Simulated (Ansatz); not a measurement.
AlBrH2···HF

The calculation's input:

```
crystal:
  periodic: [false, false, false]
  atoms:
    - { symbol: Al, position_ang: [0.0, 0.0, 0.0] }
    - { symbol: F, position_ang: [0.0, 0.0, 2.04] }
    - { symbol: H, position_ang: [1.351, 0.0, -0.78] }
    - { symbol: H, position_ang: [-1.351, 0.0, -0.78] }
    - { symbol: Br, position_ang: [0.1133, -2.5693, 0.8545] }
    - { symbol: H, position_ang: [0.0524, -1.1881, 1.9844] }
basis:
  gaussian: { orbitals: def2-SVP }
hamiltonian:
  xc: pbe0
relax:
  f_tol: 0.15
  max_steps: 25
  restrain:
    - { distance: [0, 4], at: 2.41, k: 30.0 }
    - { distance: [5, 1], at: 0.92, k: 30.0 }
    - { distance: [0, 1], at: 2.89, k: 30.0 }
    - { distance: [5, 4], at: 2.75, k: 30.0 }
output:
  orbitals: {}
```

Launched as:

```sh
ansatz run input.yaml --threads 1 --pin off --max-ram 2048MiB --backend cpu --events-out ev --progress --plain --runs-dir out
```

The fields are those of the run's last geometry, not of the input's.

Not at a stationary point (largest force 1.1 eV/Å).

Theory: RKS PBE0/def2-SVP (Ansatz 0.2.0).

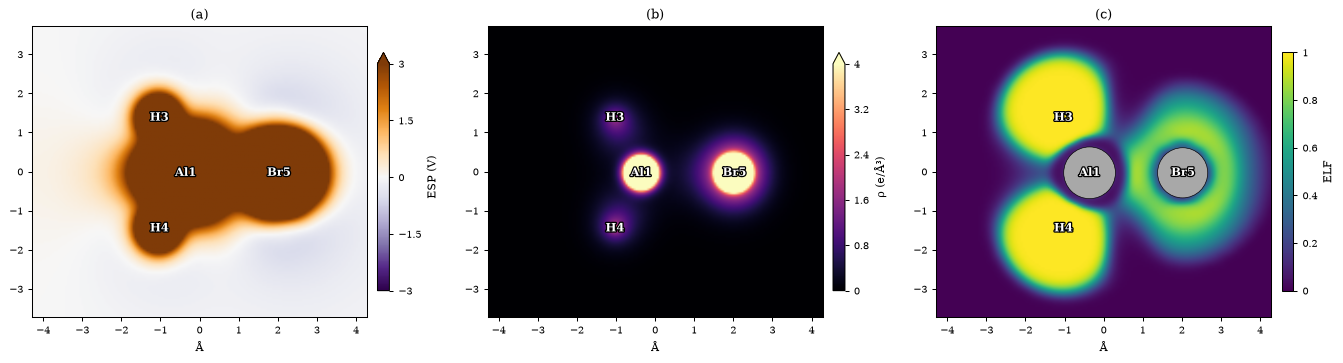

Figure 1. (a) molecular electrostatic potential; (b) electron density; (c) ELF on the plane of atoms H4, Al1 and Br5. Grey discs cover the atomic cores in the ELF map.

Question: What do the fields say about this system?

Answer: The plane passes through Al, H and Br nuclei. Al–Br (2.38 Å): the density is about 0.54 e/Å³ at the midpoint; the ELF peaks at about 0.85 in the valence shell of Br, 1.2 Å from its nucleus, and is about 0.85 at the midpoint. Al–H (1.58 Å): ρ is about 0.56 e/Å³ halfway; the ELF climbs to about 1 towards the hydrogen. The ELF also peaks beside Br5, away from the bonds: lone-pair regions. Outside the dense part of the complex the potential is most negative (−0.5 V) near Br5.

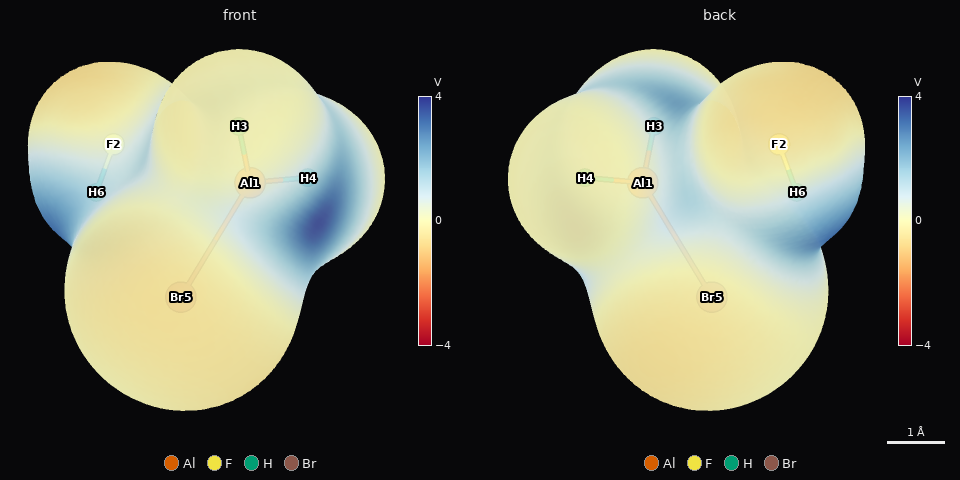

Figure 2. The electrostatic potential painted on the density surface at 0.002 e/bohr³, seen from the front and from behind; red is negative and blue positive.

Question: Where is the surface potential most negative and most positive?

Answer: The most negative region (about −0.7 V) lies over F2, the most positive (about +3.5 V) over Al1.

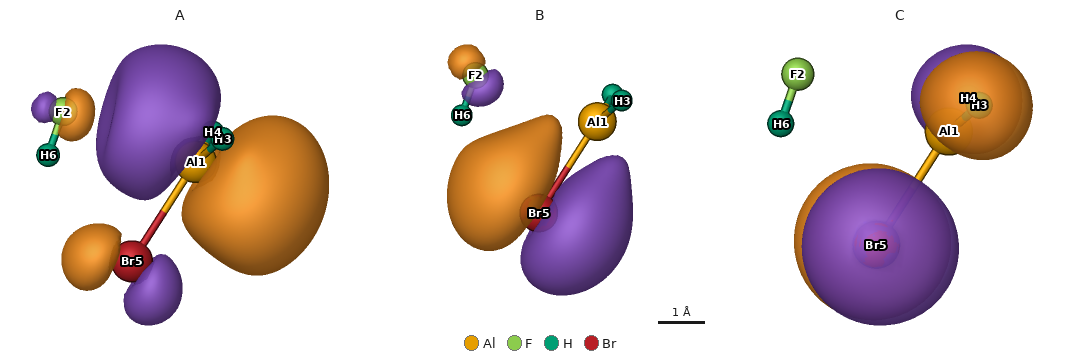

Figure 3. Three frontier orbitals at ±0.08 Å⁻³ᐟ² (orange and purple are the two phases), in no order.

Question: Which picture is the HOMO−1, the HOMO and the LUMO?

Answer: B is the HOMO−1 (−8.69 eV). By Hirshfeld shares it lies mainly on Br5 (about 90 %); largely a lone pair of Br5. C is the HOMO (−8.20 eV). Its weight (Hirshfeld) is mainly on Br5 (about 75 %), Al1 (about 10 %), H3 (about 10 %) and H4 (about 10 %); largely a lone pair of Br5. A is the LUMO (−1.46 eV). By Hirshfeld shares it lies mainly on Al1 (about 75 %) and Br5 (about 10 %).

Question: What is the HOMO–LUMO gap?

Answer: 6.74 eV between the orbital energies.
